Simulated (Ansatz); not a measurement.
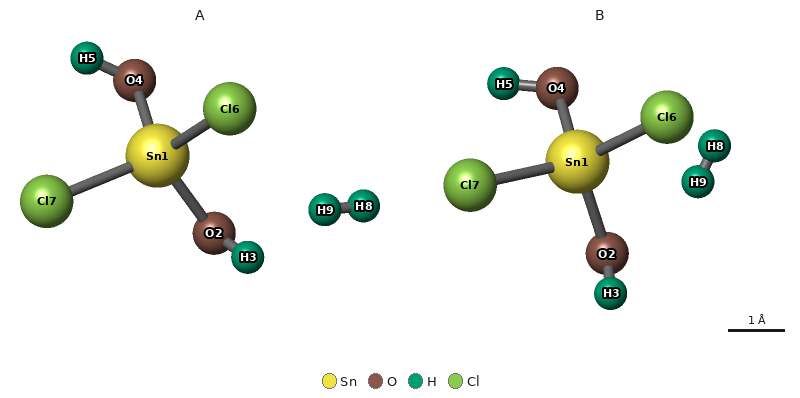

Two geometries of SnH4O2Cl2, drawn at one scale. One is the start of a relaxation, the other its converged end. Style: ball-and-stick. Shown at a tilt.

Computed with RKS PBE/def2-SVP (Ansatz). Settings: no spin polarisation; force threshold 0.03 eV/Å; at most 50 steps.

### Which one is relaxed?

Structure A is the relaxed one. The run prepares an end point of a later path (reaction) calculation, from a guessed geometry. The largest move after the best rigid fit is that of H8, 1.68 Å. By element the largest moves are H 1.68 Å, Cl 0.83 Å, O 0.49 Å, Sn 0.42 Å. Among the contacts that change: H8–H9 0.723 → 0.770 Å, Sn1–O2 1.974 → 1.990 Å, Sn1–Cl6 2.345 → 2.359 Å, Sn1–Cl7 2.365 → 2.359 Å. Bond angles that change, for instance: O2–Sn1–Cl6 113.0° → 109.1°, O2–Sn1–Cl7 108.6° → 112.0°, O4–Sn1–Cl6 110.4° → 112.7°. Groups turn about Sn1–O4 by about 40°, Sn1–O2 by about 40°. After 22 accepted moves (23 points after the start) the energy has fallen by 12.8 kJ/mol. Largest force component: 1.3 eV/Å at the start, 0.0051 eV/Å at the end. The line search rejected the trial step at point 7 of the run. The forces were under the threshold at step 14, but the run went on from there.

Limits of the set-up: the start holds two separate molecules, 2.2 Å apart at their closest, whose relative position is a soft coordinate and is computed without a dispersion correction.
